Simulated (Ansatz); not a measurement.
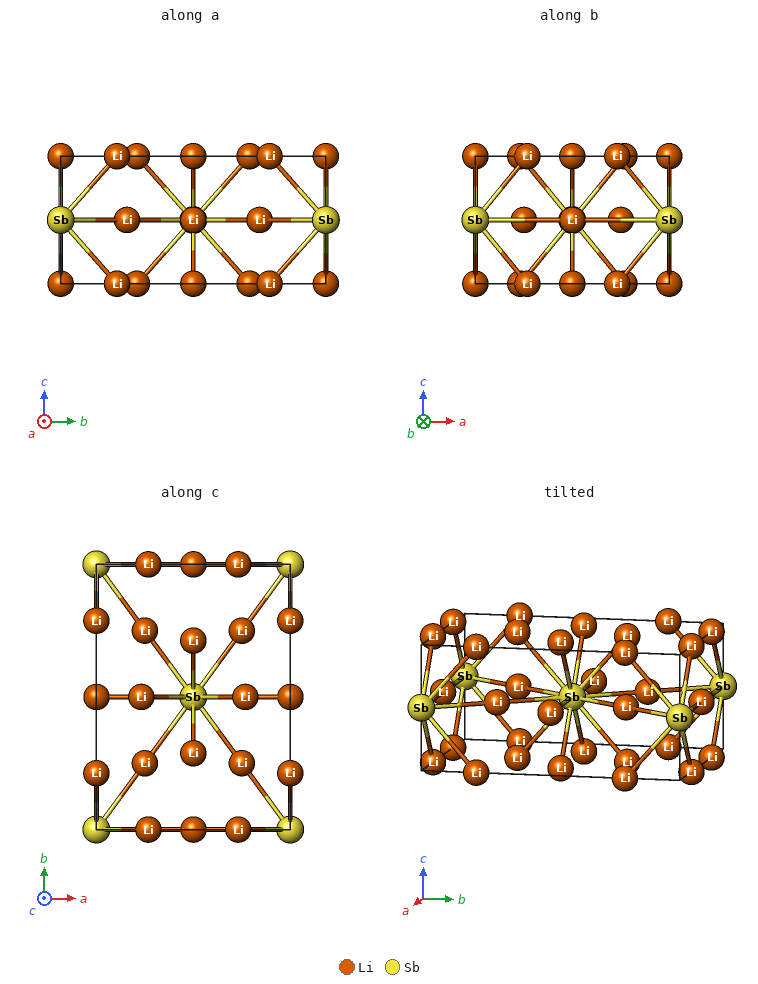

View along the a axis, along the b axis, along the c axis and slightly off an axis, drawn as a ball-and-stick model. The drawn cell (a repeat of the simulation cell) is outlined; an atom on or near a face, edge or corner is repeated at each equivalent position.

Lattice parameters: a = 6.8756 Å, b = 9.4042 Å, c = 4.5211 Å, α = 90.000°, β = 90.000°, γ = 90.000°.

Put the structure into a CIF in P1 with every atom of the cell, with free fractional coordinates to two decimals.

```cif
data_structure
_symmetry_space_group_name_H-M 'P 1'
_symmetry_Int_Tables_number 1
_cell_length_a 6.8756
_cell_length_b 9.4042
_cell_length_c 4.5211
_cell_angle_alpha 90.000
_cell_angle_beta 90.000
_cell_angle_gamma 90.000
_cell_volume 292.34
loop_
_atom_site_label
_atom_site_type_symbol
_atom_site_fract_x
_atom_site_fract_y
_atom_site_fract_z
_atom_site_occupancy
Li1 Li 0.00 0.50 0.50 1
Li2 Li 0.25 0.25 0.50 1
Li3 Li 0.50 0.00 0.50 1
Li4 Li 0.27 0.00 0.00 1
Sb1 Sb 0.00 0.00 0.50 1
Li5 Li 0.25 0.75 0.50 1
Li6 Li 0.75 0.25 0.50 1
Li7 Li 0.75 0.75 0.50 1
Li8 Li 0.77 0.50 0.00 1
Sb2 Sb 0.50 0.50 0.50 1
Li9 Li 0.00 0.21 0.00 1
Li10 Li 0.23 0.50 0.00 1
Li11 Li 0.00 0.79 0.00 1
Li12 Li 0.73 0.00 0.00 1
Li13 Li 0.50 0.29 0.00 1
Li14 Li 0.50 0.71 0.00 1
```

The structure was taken from a structure type filled with these elements by a generator (whether the compound takes this form wasn't checked). The picture shows the end point of a geometry optimisation with DFT PBE, scalar-relativistic, plane waves, PAW in Ansatz.
